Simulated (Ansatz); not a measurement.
BCl2HO···H2S

The calculation's input:

```
crystal:
  periodic: [false, false, false]
  atoms:
    - { symbol: B, position_ang: [0.0, 0.0, 0.0] }
    - { symbol: Cl, position_ang: [0.0, 0.0, 2.21] }
    - { symbol: Cl, position_ang: [1.6108, 0.0, -0.93] }
    - { symbol: O, position_ang: [-1.2211, 0.0, -0.705] }
    - { symbol: H, position_ang: [-1.7308, -0.8467, -0.4965] }
    - { symbol: S, position_ang: [0.4671, 2.0251, 0.6906] }
    - { symbol: H, position_ang: [1.5159, 1.9729, 1.6165] }
    - { symbol: H, position_ang: [0.2893, 1.2542, 1.8263] }
basis:
  gaussian: { orbitals: def2-SVP }
hamiltonian:
  xc: { name: BHLYP }
  dispersion: d4
relax:
  f_tol: 0.15
  max_steps: 25
  restrain:
    - { distance: [0, 5], at: 3.09, k: 30.0 }
    - { distance: [7, 1], at: 2.57, k: 30.0 }
    - { distance: [0, 1], at: 1.86, k: 30.0 }
    - { distance: [7, 5], at: 1.4, k: 30.0 }
output:
  orbitals: {}
```

Run with:

```sh
ansatz run input.yaml --threads 2 --pin off --max-ram 3072MiB --backend cpu --events-out ev --progress --plain --runs-dir out
```

The fields are those of the run's last geometry, not of the input's.

Not at a stationary point (largest force 1.0 eV/Å).

Level of theory: RKS BHLYP-D4/def2-SVP in Ansatz.

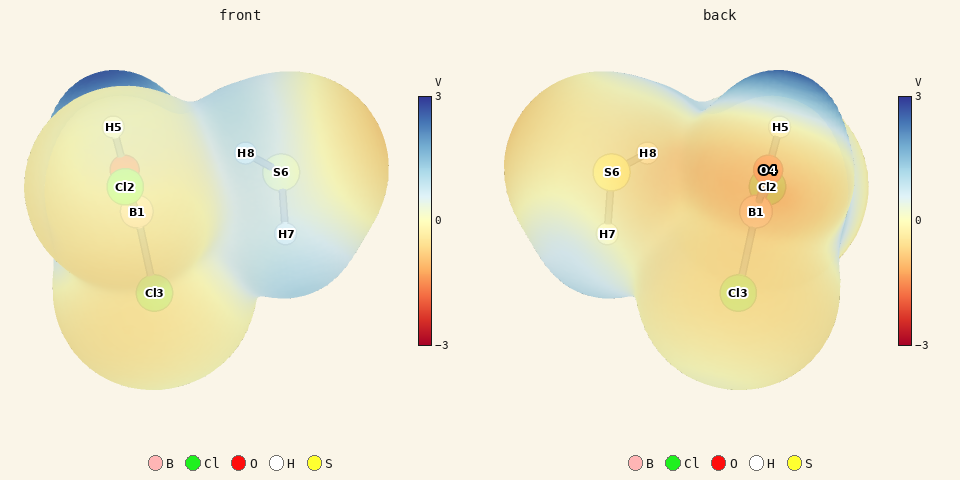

Figure 1. The electrostatic potential painted on the density surface at 0.001 e/bohr³, seen from the front and from behind; the colour scale runs from red (negative) to blue (positive).

Question: Where is the surface potential most negative and most positive?

Answer: The most negative region (about −1.0 V) lies over O4, the most positive (about +2.5 V) over H5. O4 is the likeliest acceptor of a hydrogen bond.

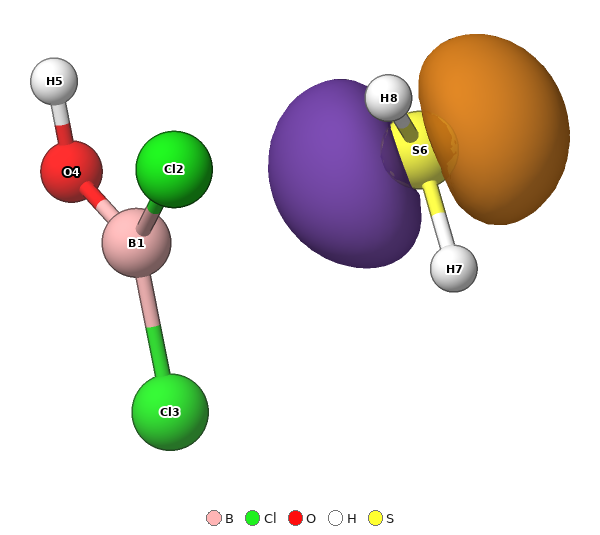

Figure 2. The HOMO at ±0.2 Å⁻³ᐟ² (orange and purple are the two phases), seen across its widest extent.

Question: Describe this orbital and give its energy.

Answer: Its weight (Hirshfeld) is mainly on S6 (about 85 %); largely a lone pair of S6. Its energy is −8.59 eV.

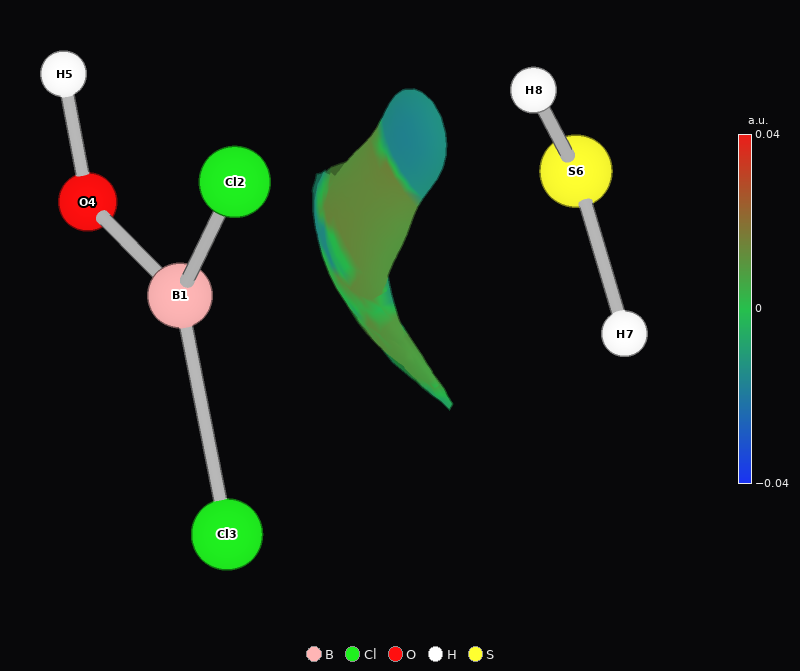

Figure 3. Non-covalent interaction (NCI) plot: the surface where the reduced density gradient is 0.4, for densities under 0.05 a.u., coloured by sign(λ₂)ρ; seen across its widest extent.

Question: Which non-covalent interactions does the plot reveal?

Answer: Between H8 on one side and Cl2 on the other: a weak contact, attractive (blue-green) on one side and crowded (olive to red) on the other.

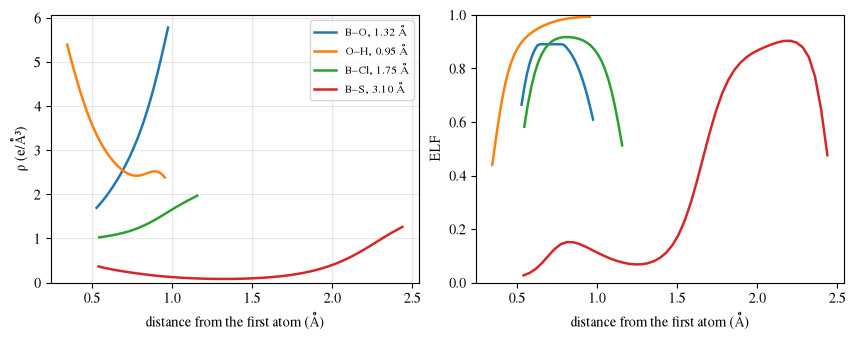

Figure 4. Electron density and electron localisation function along straight lines between neighbouring atoms. The curves leave out the atomic cores.

Question: Compare the contacts.

Answer: B–O (1.32 Å): ρ is about 2.3 e/Å³ halfway; the ELF peaks at about 0.90 between the atoms; a short, strongly polar bond.
O–H (0.95 Å): the density is about 3.8 e/Å³ at the midpoint; the ELF climbs to about 1 towards the hydrogen, as it does in any bond to H: an ordinary covalent bond to hydrogen.
B–Cl (1.75 Å): ρ is about 1.4 e/Å³ halfway; the ELF peaks at about 0.90 between the atoms; a polar covalent bond.
B1···S6 (3.10 Å): the density falls to about 0.08 e/Å³ on the way; the ELF peaks at about 0.90 in the valence shell of S, 0.9 Å from its nucleus, and is about 0.25 at the midpoint.
